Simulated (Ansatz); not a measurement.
# Bi (R-3m, 2 atoms in the cell): zone-centre modes under pressure

Wanted: Grüneisen parameters and pressure coefficients of the modes of Bi (R-3m, 2 atoms in the cell).

Calculated with Ansatz 0.2.0; DFT LDA, scalar-relativistic, plane waves, PAW; PAW set soft_1.

The experiments to compare with:

“The Crystalline Structure of Thin Bismuth Layers Grown on Silicon (111) Substrates” (2022, pmc:9323643) quotes from earlier work for Bi, rhombohedral (rhombohedral powder, earlier literature): Raman mode (Eg) 69 cm⁻¹ [literature value for powder, quoted for comparison]; Raman mode (A1g) 94.5 cm⁻¹ [literature value for powder, quoted for comparison; the paper's table prints 94].

The database entry behind the starting cell lists a temperature near 78 K, so it need not match the best structure at ambient conditions.

## 1. Starting point

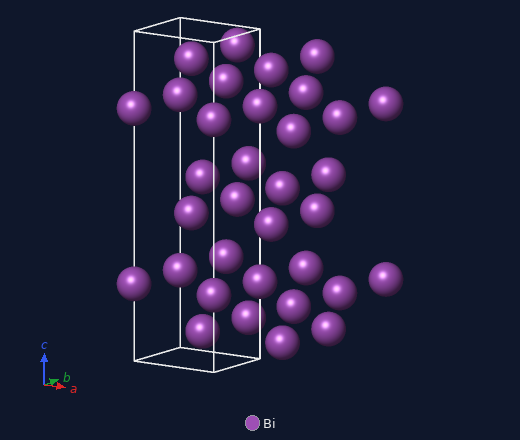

The starting structure, seen slightly off an axis (bismuth purple). 2×2×1 cells are drawn. This picture shows the conventional cell, with its axes. Some periodic images of atoms are drawn too.

## 2. Relaxation

The cell and atoms are relaxed, since residual forces and stress would shift the frequencies.

The input, input.yaml:

```yaml
crystal:
  lattice:
    - [2.2675, 1.3091417354, 3.938]
    - [-2.2675, 1.3091417354, 3.938]
    - [0.0, -2.6182834708, 3.938]
  atoms:
    - { symbol: Bi, position: [0.234, 0.234, 0.234] }
    - { symbol: Bi, position: [0.766, 0.766, 0.766] }
kpoints:
  mp_grid: { grid: [12, 12, 12] }
hamiltonian:
  xc: lda
  pseudopotentials: { kind: paw, azcp: { folder: soft_1 }, xc_functional: pbe }
scf:
  occupations: { method: gaussian, width: 0.1 }
output:
  forces: true
  stress: true
  eigenvalues: true
relax:
  adjacent_minimum: "off"
  f_tol: 0.005
  max_steps: 80
  cell: { stress_tol: 0.05 }
```

The run is started by

```sh
> ansatz run input.yaml --threads 4 --pin off --max-ram 10240MiB --backend cpu --events-out ev --progress --plain --runs-dir out
```

Numbers of over 12 decimals in the logs are rounded to 6 here.

Log:

```text
Engine: ansatz 0.2.0, aarch64-unknown-linux-gnu
Pseudopotentials: kind: paw
Pseudopotential: Bi, paw, valence charge 15, recommended cutoff 420 eV (normal), soft_1/Bi.paw.azcp
Functional definition: SPW92
  exchange = slater_x
  correlation = pw_c
Crystal: 2 atoms, lattice volume = 70.139 Å³
Basis set: ecut = 420 eV, 1369 PW (Γ)
Bands: 19, of which v1, the nominal top of the filled ones, is band 15 counted from 1 (14 counted from 0)
Symmetry: 12 space group operations
Space group: R-3m (ITA 166), of the structure as read, at distance tolerance 4.1e-5 Å
k-points: 189 of 1728
Non-local potential: Bi, projectors of the file, l = 0: 2, l = 1: 2, l = 2: 2, l = 3: 1
PAW form: soft (Blöchl's): semilocal exchange-correlation on the pseudo side does not see the compensation charge
PAW frozen core: Bi, regenerated for the run's functional, and the local potential with it (the file was generated under x = pbe(κ = 0.804, μ = 0.219515), c = pbe(β = 0.066725))
PAW one-centre angular grid: Bi, 590 points (default); XC on 64 Gauss nodes
Initial density: superposition of atomic densities (chi_scale 0.1, normalization cell)
Initial wavefunctions: pseudopotential atomic-orbital guess
Functional: x = slater, c = lda
SCF iter   1: F=—  HF=-24175.695018 eV  |F-HF|=—  |Δ(HF+E_count)|=         —  Δρ=1.18e-2  dr2=8.37e-2  ethr=3.10e-3  ⟨swp⟩=6.0  Hψ=18132  notcnv=0
preconditioner: auto → Kerker (q_TF=auto, 2.368 Å⁻¹)  [metal: Δε(μ)=0.035 eV  Ē_g=20.176 eV  σ=0.100 eV  W_gap=0.19  n_scr=14 (ndim 8)  ℏωp=24.3 eV  f_vac=0.000  D(μ)=0.21/eV (n_scr^D=0)]
SCF iter   2: F=—  HF=-24175.677918 eV  |F-HF|=—  |Δ(HF+E_count)|=   1.71e-2  Δρ=7.37e-3  dr2=3.57e-2  ethr=2.79e-4  ⟨swp⟩=1.0  Hψ=5103  notcnv=0
SCF iter   3: F=—  HF=-24175.669883 eV  |F-HF|=—  |Δ(HF+E_count)|=   8.04e-3  Δρ=1.02e-3  dr2=1.28e-3  ethr=1.19e-4  ⟨swp⟩=2.1  Hψ=6439  notcnv=0
SCF iter   4: F=—  HF=-24175.669687 eV  |F-HF|=—  |Δ(HF+E_count)|=   1.97e-4  Δρ=3.48e-4  dr2=1.39e-4  ethr=4.27e-6  ⟨swp⟩=3.0  Hψ=6439  notcnv=0
SCF iter   5: F=—  HF=-24175.669681 eV  |F-HF|=—  |Δ(HF+E_count)|=   5.82e-6  Δρ=1.57e-4  dr2=2.26e-5  ethr=4.62e-7  ⟨swp⟩=2.0  Hψ=6294  notcnv=0
SCF iter   6: F=—  HF=-24175.669673 eV  |F-HF|=—  |Δ(HF+E_count)|=   8.09e-6  Δρ=2.37e-5  dr2=5.55e-7  ethr=7.54e-8  ⟨swp⟩=2.0  Hψ=6428  notcnv=0
SCF iter   7: F=-24175.669673 eV  HF=-24175.669673 eV  |F-HF|=9.72e-9  |Δ(HF+E_count)|=   4.61e-8  Δρ=5.58e-6  dr2=3.66e-8  ethr=3.33e-10  ⟨swp⟩=6.0  Hψ=17236  notcnv=0
SCF 1 converged in 7 iterations: F = -24175.669673 eV  dr2 = 3.66e-8
  greatest PAW one-centre occupation: 0.988 electrons in one spin orbital (limit 2), on the Bi atom at site 1 (counted from 0), in its partial waves of l = 2
relax step   1: F+E_penalty+E_count = -24175.66967278 eV  Δ(F+E_penalty+E_count) = +0.000e0 eV  max|allowed force component| = 7.326e-2 eV/Å  Δτ_max = 0.0000 Å  P = -1.450 GPa  Ω = 70.139 Å³  (7 SCF iters, dr2 threshold 1.00e-7 eV, accepted)
Crystal: 2 atoms, lattice volume = 66.830 Å³
Basis set: ecut = 420 eV, 1309 PW (Γ)
Initial density: handed on by an earlier stage of this run
Initial wavefunctions: those handed on with the density
iter 1 solved again at ethr=1.69e-6 eV; its pass at ethr=3.10e-3 eV (dr2=5.06e-4 eV) is discarded
SCF iter   1: F=—  HF=-24175.683081 eV  |F-HF|=—  |Δ(HF+E_count)|=         —  Δρ=1.02e-3  dr2=5.18e-4  ethr=1.69e-6  ⟨swp⟩=2.4  Hψ=24821  notcnv=0
preconditioner: auto → Kerker (q_TF=auto, 2.387 Å⁻¹)  [metal: Δε(μ)=0.063 eV  Ē_g=20.430 eV  σ=0.100 eV  W_gap=0.33  n_scr=14 (ndim 8)  ℏωp=24.9 eV  f_vac=0.000  D(μ)=0.25/eV (n_scr^D=0)]
SCF iter   2: F=—  HF=-24175.683024 eV  |F-HF|=—  |Δ(HF+E_count)|=   5.69e-5  Δρ=6.03e-4  dr2=2.15e-4  ethr=1.69e-6  ⟨swp⟩=1.0  Hψ=3591  notcnv=0
SCF iter   3: F=—  HF=-24175.683009 eV  |F-HF|=—  |Δ(HF+E_count)|=   1.46e-5  Δρ=1.42e-4  dr2=2.35e-5  ethr=7.15e-7  ⟨swp⟩=1.0  Hψ=3591  notcnv=0
SCF iter   4: F=—  HF=-24175.683011 eV  |F-HF|=—  |Δ(HF+E_count)|=   1.76e-6  Δρ=4.58e-5  dr2=2.06e-6  ethr=7.84e-8  ⟨swp⟩=1.0  Hψ=3591  notcnv=0
SCF iter   5: F=-24175.683011 eV  HF=-24175.683011 eV  |F-HF|=1.48e-8  |Δ(HF+E_count)|=   6.11e-8  Δρ=1.14e-5  dr2=7.38e-8  ethr=6.67e-10  ⟨swp⟩=3.0  Hψ=14561  notcnv=0
SCF 2 converged in 5 iterations: F = -24175.683011 eV  dr2 = 7.38e-8
relax step   2: F+E_penalty+E_count = -24175.68301072 eV  Δ(F+E_penalty+E_count) = -1.334e-2 eV  max|allowed force component| = 1.056e-1 eV/Å  Δτ_max = 0.0212 Å  P = +0.604 GPa  Ω = 66.830 Å³  energy of the carried Pulay correction = +2.472e-4 eV  (5 SCF iters, dr2 threshold 2.00e-7 eV, accepted)
Crystal: 2 atoms, lattice volume = 67.351 Å³
iter 1 solved again at ethr=3.10e-7 eV; its pass at ethr=3.10e-3 eV (dr2=9.29e-5 eV) is discarded
SCF iter   1: F=—  HF=-24175.686020 eV  |F-HF|=—  |Δ(HF+E_count)|=         —  Δρ=3.81e-4  dr2=9.43e-5  ethr=3.10e-7  ⟨swp⟩=3.5  Hψ=24460  notcnv=0
preconditioner: auto → Kerker (q_TF=auto, 2.384 Å⁻¹)  [metal: Δε(μ)=0.074 eV  Ē_g=20.398 eV  σ=0.100 eV  W_gap=0.38  n_scr=14 (ndim 8)  ℏωp=24.8 eV  f_vac=0.001  D(μ)=0.25/eV (n_scr^D=0)]
SCF iter   2: F=—  HF=-24175.686009 eV  |F-HF|=—  |Δ(HF+E_count)|=   1.09e-5  Δρ=2.38e-4  dr2=4.38e-5  ethr=3.10e-7  ⟨swp⟩=1.0  Hψ=3591  notcnv=0
SCF iter   3: F=—  HF=-24175.685998 eV  |F-HF|=—  |Δ(HF+E_count)|=   1.05e-5  Δρ=4.12e-5  dr2=2.27e-6  ethr=1.46e-7  ⟨swp⟩=2.5  Hψ=4836  notcnv=0
SCF iter   4: F=-24175.685998 eV  HF=-24175.685998 eV  |F-HF|=2.07e-8  |Δ(HF+E_count)|=   3.43e-7  Δρ=1.21e-5  dr2=1.18e-7  ethr=6.67e-10  ⟨swp⟩=3.1  Hψ=14595  notcnv=0
SCF 3 converged in 4 iterations: F = -24175.685998 eV  dr2 = 1.18e-7
relax step   3: F+E_penalty+E_count = -24175.68599789 eV  Δ(F+E_penalty+E_count) = -2.987e-3 eV  max|allowed force component| = 2.409e-2 eV/Å  Δτ_max = 0.0074 Å  P = -0.008 GPa  Ω = 67.351 Å³  energy of the carried Pulay correction = +2.075e-4 eV  (4 SCF iters, dr2 threshold 2.00e-7 eV, accepted)
[...]
relax step   4: F+E_penalty+E_count = -24175.68719833 eV  Δ(F+E_penalty+E_count) = -1.200e-3 eV  max|allowed force component| = 1.130e-2 eV/Å  Δτ_max = 0.0115 Å  P = +0.042 GPa  Ω = 66.942 Å³  energy of the carried Pulay correction = +2.386e-4 eV  (4 SCF iters, dr2 threshold 2.00e-7 eV, accepted)
[...]
relax step   5: F+E_penalty+E_count = -24175.68722828 eV  Δ(F+E_penalty+E_count) = -2.995e-5 eV  max|allowed force component| = 4.308e-3 eV/Å  Δτ_max = 0.0028 Å  P = +0.010 GPa  Ω = 67.041 Å³  energy of the carried Pulay correction = +2.311e-4 eV  (4 SCF iters, dr2 threshold 8.05e-9 eV, accepted)
Initial wavefunctions: pseudopotential atomic-orbital guess (no wavefunctions were taken with the density)
iter 1 solved again at ethr=1.99e-7 eV; its pass at ethr=3.10e-3 eV (dr2=5.96e-5 eV) is discarded
SCF iter   1: F=—  HF=-24175.687005 eV  |F-HF|=—  |Δ(HF+E_count)|=         —  Δρ=3.15e-5  dr2=1.21e-7  ethr=1.99e-7  ⟨swp⟩=3.8  Hψ=29547  notcnv=0
preconditioner: auto → Kerker (q_TF=auto, 2.386 Å⁻¹)  [metal: Δε(μ)=0.093 eV  Ē_g=20.414 eV  σ=0.100 eV  W_gap=0.42  n_scr=14 (ndim 8)  ℏωp=24.8 eV  f_vac=0.000  D(μ)=0.23/eV (n_scr^D=0)]
SCF iter   2: F=—  HF=-24175.687005 eV  |F-HF|=—  |Δ(HF+E_count)|=   1.92e-7  Δρ=1.65e-5  dr2=3.34e-8  ethr=4.05e-10  ⟨swp⟩=2.4  Hψ=6320  notcnv=0
SCF iter   3: F=—  HF=-24175.687005 eV  |F-HF|=—  |Δ(HF+E_count)|=   1.12e-8  Δρ=2.24e-6  dr2=1.63e-9  ethr=1.11e-10  ⟨swp⟩=2.2  Hψ=6389  notcnv=0
SCF iter   4: F=—  HF=-24175.687005 eV  |F-HF|=—  |Δ(HF+E_count)|=  1.96e-10  Δρ=3.65e-7  dr2=2.13e-10  ethr=5.42e-12  ⟨swp⟩=1.8  Hψ=4312  notcnv=0
SCF iter   5: F=—  HF=-24175.687005 eV  |F-HF|=—  |Δ(HF+E_count)|=  1.46e-11  Δρ=1.17e-7  dr2=2.13e-11  ethr=1.00e-12  ⟨swp⟩=2.3  Hψ=4563  notcnv=0
SCF iter   6: F=-24175.687005 eV  HF=-24175.687005 eV  |F-HF|=7.28e-12  |Δ(HF+E_count)|=  1.82e-11  Δρ=2.87e-8  dr2=1.06e-12  ethr=1.00e-12  ⟨swp⟩=5.1  Hψ=13827  notcnv=0
SCF 6 converged in 6 iterations: F = -24175.687005 eV  dr2 = 1.06e-12
relax step   6: F+E_penalty+E_count = -24175.68700465 eV  Δ(F+E_penalty+E_count) = +2.236e-4 eV  max|allowed force component| = 4.304e-3 eV/Å  Δτ_max = 0.0000 Å  P = +0.009 GPa  Ω = 67.041 Å³  stress off target by 1.83e-2 GPa  SCF on the basis re-selected at this cell (its energy is not comparable with the rows above)  (6 SCF iters)
basis re-selected at this cell: Δ(F+E_penalty+E_count) = +2.236e-4 eV, ΔP = -0.001 GPa vs the last step (what re-selecting the basis moved, of the pressure what is left beyond the Pulay correction that the steps carried, after the strain that the cell walked since its last selection, with what the two solves' SCF thresholds leave and, on support functions, any second-order correction that the steps lacked; it is no m [...]
SCF converged after 6 iterations
Free energy (F): -24175.687005 eV
Harris-Foulkes:  -24175.687005 eV  (|F-HF|=7.28e-12)
Internal energy: -24175.685846 eV  (E = F + TS)
E sigma→0 (E₀):  -24175.686426 eV
Entropy (-TS):   -0.001158 eV (-0.579 meV/atom)
Fermi energy:    10.115265 eV
--- Per-component energies (eV) ---
  E_band       = -205.747095
  E_kinetic    = 511.275897
  E_local      = -2644.265243  (includes V_loc(G=0)·N_el)
  E_nonlocal   = 825.191962
  E_hartree    = 980.961144
  E_xc         = -301.835956
  E_vxc        = -263.600785  (∫ρ·V_xc dr)
  E_paw        = -20705.236703  (= ΣΔE_a)
  E_vpaw       = -596.271633  (= ΣTr[D̂ρ^β])
  E_aug_tail   = 0.000447  (compensation charges beyond the density's cutoff)
  E_ewald      = -2841.767753
  E_core_change = -0.009642  (= ΣΔE_core)
  E_smearing   = -0.001158  (= −TS)
  E_closure    = 0.000000  (closes the sum)
  Σ components = -24175.687005   (vs F -24175.687005, Δ=0.00e0)
--- Forces (eV/Å), atoms counted from 1 ---
  atom   1  Bi     0.00000000    -0.00000000     0.00430440
  atom   2  Bi    -0.00000000     0.00000000    -0.00430440
  max |Σ_I F_I| component: 9.25e-18 eV/Å
--- Stress (GPa, compression-positive) ---
        0.004583       0.000000      -0.000000
        0.000000       0.004583       0.000000
       -0.000000       0.000000       0.018279
  P = ⅓ Tr σ = 0.0091 GPa (0.091 kbar)
--- Band table (eV; the first three rows and the last of 189) ---
  k-point 0: bands = [... 11 lower, 2.7094, 8.5820, 8.8110, 8.8110, 12.9120, 13.2098, 13.2098, 15.6943]
  k-point 1: bands = [... 11 lower, 2.5350, 8.6168, 8.8159, 8.8366, 12.7430, 12.8690, 13.0111, 15.3716]
  k-point 2: bands = [... 11 lower, 2.0594, 8.6856, 8.8361, 8.9242, 12.0662, 12.3998, 12.5218, 15.1414]
  k-point 188: bands = [... 11 lower, -0.1875, 9.2697, 9.5639, 9.5639, 10.5903, 10.5903, 10.6803, 17.5032]
--- Relaxed structure (5 steps of the walk, 5 accepted, 1 SCFs on fresh bases) ---
  F+E_penalty+E_count = -24175.68700465 eV   max|allowed force component| = 4.304e-3 eV/Å   (the final SCF, on the basis selected at the relaxed cell)
  cell:  # Å, volume = 67.0405 Å³
    - [2.247220, 1.297433, 3.832268]
    - [-2.247220, 1.297433, 3.832268]
    - [0, -2.594866, 3.832268]
  atoms:
    - { symbol: Bi, position: [0.237155, 0.237155, 0.237155] }
    - { symbol: Bi, position: [0.762845, 0.762845, 0.762845] }
```

Run time: 15 s. Hardware: 4 threads of Arm Neoverse V2, shared host; peak memory 0.5 GiB; 60 s of CPU time.

Step by step:

```csv
step,energy less that of the first step (eV),largest force component (eV/Å),pressure (GPa),volume (Å³)
1,0.0000,0.0733,-1.45,70.14
2,-0.0133,0.1056,0.60,66.83
3,-0.0163,0.0241,-0.01,67.35
4,-0.0175,0.0113,0.04,66.94
5,-0.0176,0.0043,0.01,67.04
6*,-0.0173,0.0043,0.01,67.04
```

Relaxation steps marked * repeat the geometry before them on a plane-wave basis chosen anew for their cell, so energy and pressure can jump there.

Forces are held to the 12 operations that the run works with; a distortion that breaks them can't arise in this run.

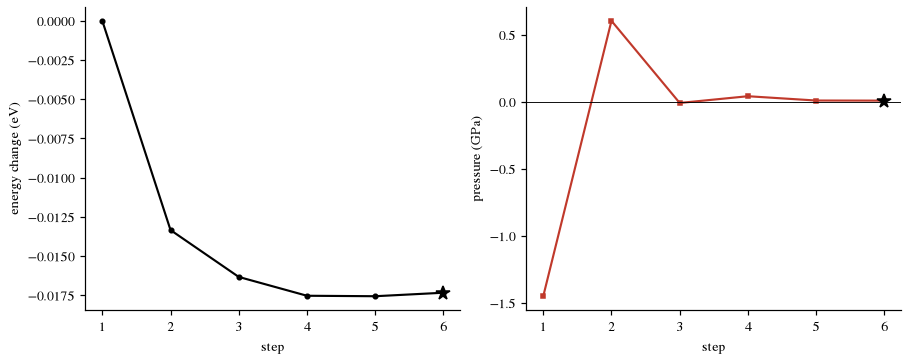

Energy and pressure along the relaxation. Stars mark steps on a basis chosen anew.

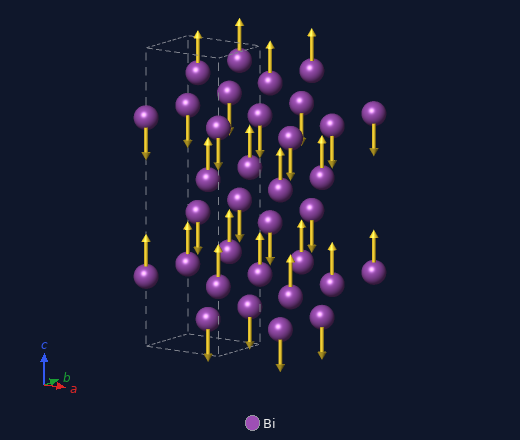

Displacements in the relaxation, exaggerated, measured against the changing cell; the longest in the cell stands for 0.04 Å. 2×2×1 conventional cells are drawn. Some periodic images of atoms are drawn too.

```csv
"conventional cell, symmetrised",before,after,change
a (Å),4.535,4.494,-0.9 %
b (Å),4.535,4.494,-0.9 %
c (Å),11.814,11.497,-2.7 %
volume (Å³/atom),35.07,33.52,-4.4 %
```

The atoms that moved most (Å, as changes of fractional coordinates times the final cell):

```csv
atom,dx,dy,dz,length
Bi1,0.000,0.000,0.036,0.036
Bi2,0.000,0.000,-0.036,0.036
```

Final coordinates:

```cif
data_structure
_symmetry_space_group_name_H-M 'P 1'
_symmetry_Int_Tables_number 1
_cell_length_a 4.6281
_cell_length_b 4.6281
_cell_length_c 4.6281
_cell_angle_alpha 58.098
_cell_angle_beta 58.098
_cell_angle_gamma 58.098
_cell_volume 67.04
loop_
_atom_site_label
_atom_site_type_symbol
_atom_site_fract_x
_atom_site_fract_y
_atom_site_fract_z
_atom_site_occupancy
Bi1 Bi 0.23715 0.23715 0.23715 1
Bi2 Bi 0.76285 0.76285 0.76285 1
```

Numbers from this step:

```
pressure          : 0.009149 GPa
volume per atom   : 33.52 Å³
gap on the k-mesh : 0 eV
```

In this step the volume went from 35.07 to 33.52 Å³/atom.

## 3. Tight relaxation

Phonons need small forces and stress, so the relaxation is finished with tight tolerances on 12×12×12 k points.

input.yaml, the sections that differ from step 2:

```yaml
crystal:
  lattice:
    - [2.2472197479, 1.2974329264, 3.8322675127]
    - [-2.2472197479, 1.2974329264, 3.8322675127]
    - [0.0, -2.5948658527, 3.8322675127]
  atoms:
    - { symbol: Bi, position: [0.2371546, 0.2371546, 0.2371546] }
    - { symbol: Bi, position: [0.7628454, 0.7628454, 0.7628454] }
scf:
  occupations: { method: methfessel_paxton, width: 0.2 }
relax:
  adjacent_minimum: "off"
  f_tol: 0.001
  max_steps: 60
  cell: { stress_tol: 0.01 }
# kpoints, hamiltonian, output: as in step 2
```

Log:

```text
[...]
Crystal: 2 atoms, lattice volume = 67.041 Å³
Basis set: ecut = 420 eV, 1291 PW (Γ)
Bands: 19, of which v1, the nominal top of the filled ones, is band 15 counted from 1 (14 counted from 0)
Symmetry: 12 space group operations
[...]
k-points: 189 of 1728
[...]
k-point 188: bands = [... 11 lower, -0.1895, 9.2714, 9.5648, 9.5648, 10.5909, 10.5909, 10.6806, 17.5001]
--- Relaxed structure (4 steps of the walk, 4 accepted, 1 SCFs on fresh bases) ---
[...]
cell:  # Å, volume = 67.0458 Å³
    - [2.246929, 1.297265, 3.833557]
    - [-2.246929, 1.297265, 3.833557]
    - [0, -2.594530, 3.833557]
  atoms:
    - { symbol: Bi, position: [0.237162, 0.237162, 0.237162] }
    - { symbol: Bi, position: [0.762838, 0.762838, 0.762838] }
[key lines of the parts left out:]
SCF converged after 4 iterations
Free energy (F): -24175.686074 eV
Fermi energy:    10.113420 eV
P = ⅓ Tr σ = 0.0015 GPa (0.015 kbar)
```

Wall time 12 s (4 threads); peak memory 0.49 GiB; 47 s of CPU time.

Little changed from the start: no atom moved by 0.005 Å and no cell edge by 0.1 %.

Numbers from this step:

```
pressure : 0.001474 GPa
```

The largest force component left is 0.17 meV/Å and the pressure is 0.001 GPa, within the tolerances set. The cell now holds 33.52 Å³/atom.

## 4. Modes at rest

Phonons follow from the second derivative of the energy, found here by linear response.

The modes at rest are the reference of the series.

input.yaml, the sections that differ from step 3:

```yaml
crystal:
  lattice:
    - [2.2469292075, 1.2972651828, 3.8335573853]
    - [-2.2469292075, 1.2972651828, 3.8335573853]
    - [0.0, -2.5945303656, 3.8335573853]
  atoms:
    - { symbol: Bi, position: [0.2371620086, 0.2371620086, 0.2371620086] }
    - { symbol: Bi, position: [0.7628379914, 0.7628379914, 0.7628379914] }
output:
  eigenvalues: true
phonons:
  method: dfpt
# kpoints, hamiltonian, scf: as in step 3
# relax: removed
```

Log:

```text
[...]
Crystal: 2 atoms, lattice volume = 67.046 Å³
Basis set: ecut = 420 eV, 1291 PW (Γ), exchange–correlation on 64×64×64 points (8 copies of the dense FFT grid, shifted against one another)
Bands: 19, of which v1, the nominal top of the filled ones, is band 15 counted from 1 (14 counted from 0)
Symmetry: 12 space group operations
k-points: 476 of 1728 (irreducible under 2 space group operations, time reversal used)
[...]
SCF iter   1: F=—  HF=-24175.709801 eV  |F-HF|=—  |Δ(HF+E_count)|=         —  Δρ=1.16e-2  dr2=7.78e-2  ethr=3.10e-3  ⟨swp⟩=5.5  Hψ=43557  notcnv=0
[...]
SCF iter  10: F=-24175.686074 eV  HF=-24175.686074 eV  |F-HF|=3.64e-12  |Δ(HF+E_count)|=  2.55e-11  S|Δr|=    0.00e0  Δρ=7.16e-8  dr2=6.36e-12  ethr=1.00e-12  ⟨swp⟩=5.6  Hψ=39287  notcnv=0
SCF 1 converged in 10 iterations: F = -24175.686074 eV  dr2 = 6.36e-12
[...]
DFPT response loops at Γ: preconditioner auto → Kerker (q_TF=auto, 2.386 Å⁻¹) (partly filled bands, converged f_vac=0.000); β = 1.00, the filter's whole step (`scf.mixing.beta` (0.50) is not read by the response loops under this deck's `scf.mixing.preconditioner`; to damp them name `kerker` or `kerker_dos`, under which they read `scf.mixing.beta`, and type it under 1.00, their step now; both keys bind the ground state too); Broyden in place of MSR1
SCF converged after 10 iterations
[...]
Free energy (F): -24175.686074 eV
[...]
Internal energy: -24175.687662 eV  (E = F + TS)
E sigma→0 (E₀):  -24175.686471 eV
Entropy (-TS):   0.001587 eV (0.794 meV/atom)
Fermi energy:    10.113420 eV
[...]
--- Band table (eV; the first three rows and the last of 476) ---
  k-point 0: bands = [... 11 lower, 2.7075, 8.5774, 8.8117, 8.8117, 12.9115, 13.2081, 13.2081, 15.6905]
  k-point 1: bands = [... 11 lower, 2.5333, 8.6125, 8.8166, 8.8369, 12.7424, 12.8672, 13.0094, 15.3711]
  k-point 2: bands = [... 11 lower, 2.0580, 8.6820, 8.8366, 8.9232, 12.0644, 12.3990, 12.5201, 15.1407]
  k-point 475: bands = [... 11 lower, -0.1895, 9.2714, 9.5648, 9.5648, 10.5909, 10.5909, 10.6806, 17.5001]
--- Phonons (Γ-DFPT): 2 representative perturbations + reference, on 476 of 1728 k-points (Σ response iterations 4) ---
  k mesh reduced under 2 symmetry operations, with k and −k counted as one. Each operation leaves every solved perturbation unchanged. A smaller set is not used because it would not reduce the number of displacements times k-points to solve
  ASR residual: 2.536e-4 → 0.000e0 eV/Å²; symmetrization residual: 2.946e-5 eV/Å²
  ASR residual per site (eV/Å²): 2.54e-4 2.54e-4
  Γ frequencies (cm⁻¹): 0.00 0.00 0.00 64.24 64.24 99.58
  non-analytic LO–TO correction: not included (Born effective charges unavailable; polar crystals: no LO–TO splitting at Γ)
```

Wall time 31 s (4 threads); peak memory 1.7 GiB; 1.9 min of CPU time.

Numbers from this step:

* sum-rule residual before enforcement: 2.54e-4 eV/Å²
* point group: -3m
* highest optical mode at the zone centre (no LO-TO term): 99.58 cm⁻¹
* lowest optical zone-centre mode: 64.24 cm⁻¹

Patterns of degenerate modes are one choice out of their space. Modes at Γ:

```csv
mode,frequency (cm⁻¹),symmetry
1,0.0,acoustic
2,0.0,acoustic
3,0.0,acoustic
4,64.2,Eg
5,64.2,Eg
6,99.6,A1g
```

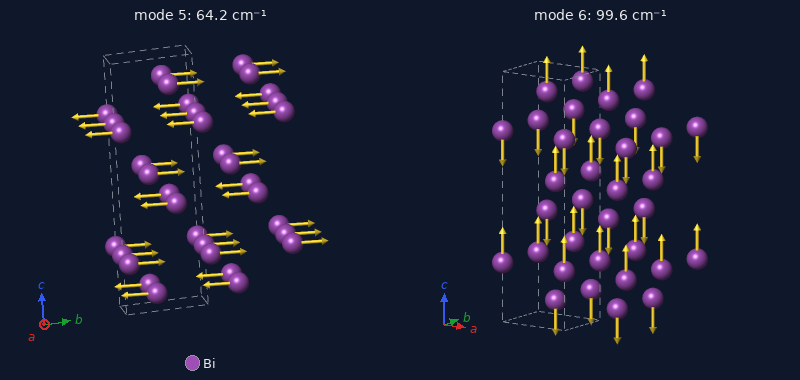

Displacement patterns of modes 5 and 6 at Γ; arrows are exaggerated. 2×2×1 conventional cells are drawn. Some periodic images of atoms are drawn too.

Before it was imposed, the acoustic sum rule was missed by 2.5e-4 eV/Å². Small misses are needed for a sound result but don't prove that mesh and cutoff are converged. The lowest optical mode is real, 64.2 cm⁻¹.

(Continued in part 2 of 2.)

[Logs are printed without paths, hosts, clocks, repeated set-up lines and the standing remarks that a program may print on its own settings, such as how far it seeks lower states.]

[Hosts, paths, dates, database ids (printed as entryN), source tags and the programs' standing remarks are cut or masked in the printed files.]
